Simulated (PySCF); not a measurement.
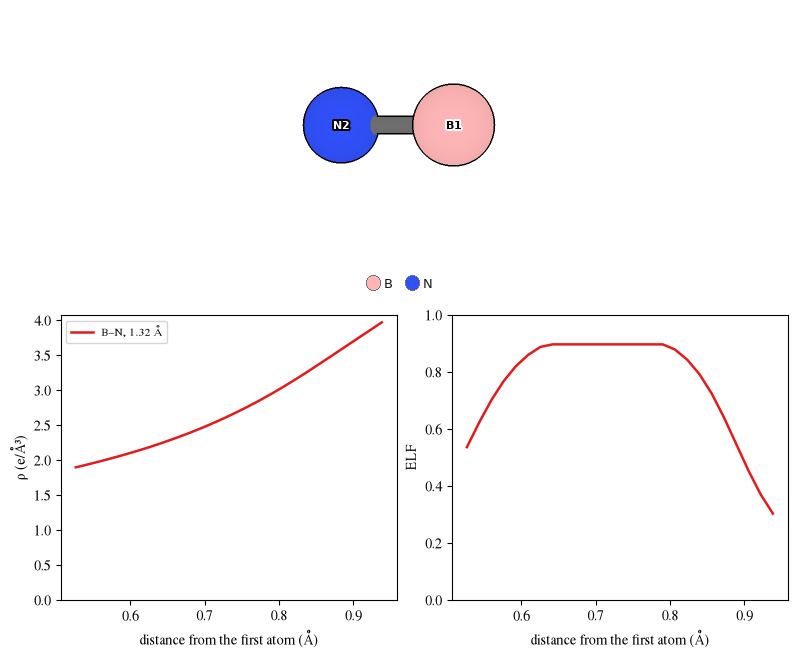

Figure 1: BN (triplet). Total electron density and ELF along straight lines between neighbouring atoms. The curves leave out the atomic cores. The structure is drawn too.

Theory: PBE0/def2-TZVPPD, non-relativistic Hamiltonian with scalar-relativistic core potentials where named, at a bond length of 1.317 Å (PySCF 2.14.0).

```yaml
atoms:
  - { symbol: B, position_ang: [0.0000, 0.0000, -0.7373] }
  - { symbol: N, position_ang: [0.0000, 0.0000, 0.5797] }
```

### What can be read from the curves?

B–N (1.32 Å): ρ at the midpoint is about 2.3 e/Å³; the ELF peaks at about 0.90 between the atoms (a short, strongly polar bond).
